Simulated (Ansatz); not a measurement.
```xyz
8

Hf   -0.1703    0.0254   -0.0568
O    -0.3061   -0.1798    1.9515
H    -0.7264    0.3153    2.6639
F     1.6352    0.2254   -0.6484
F    -1.0341    1.6676   -0.4814
Cl   -1.3864   -1.6402   -1.2177
F     1.3024   -2.4092    1.3375
H     0.9211   -2.0048    2.0810
```

Core potentials replace the inner electrons of Hf; not at a stationary point (largest force 1.6 eV/Å).

The calculation used RKS B3LYP/def2-SVP in Ansatz 0.2.0.

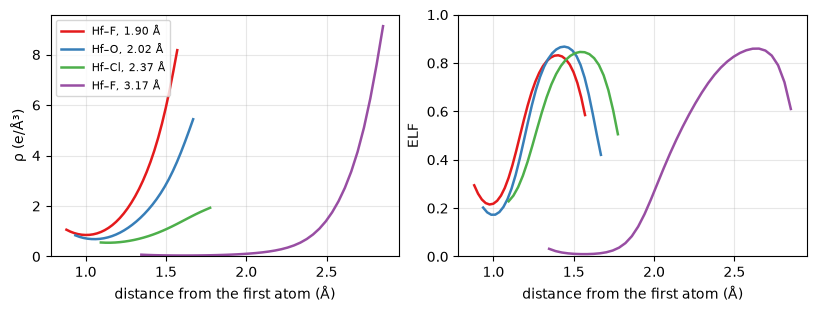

ClF2HHfO···HF. Electron density and ELF along straight lines between neighbouring atoms. The curves leave out the atomic cores.

**What can be read from the curves?**

Hf–F (1.90 Å): the density is about 0.89 e/Å³ at the midpoint; the ELF peaks at about 0.85 in the valence shell of F, 0.5 Å from its nucleus, and drops to about 0.20 between the two atoms.
Hf–O (2.02 Å): ρ at the midpoint is about 0.71 e/Å³; the ELF peaks at about 0.85 in the valence shell of O, 0.6 Å from its nucleus, and drops to about 0.15 between the two atoms.
Hf–Cl (2.37 Å): ρ at the midpoint is about 0.55 e/Å³; the ELF peaks at about 0.85 in the valence shell of Cl, 0.8 Å from its nucleus, and is about 0.35 at the midpoint.
Hf1···F7 (3.17 Å): the density falls to about 0.04 e/Å³ on the way; the ELF dips to about 0 between them.
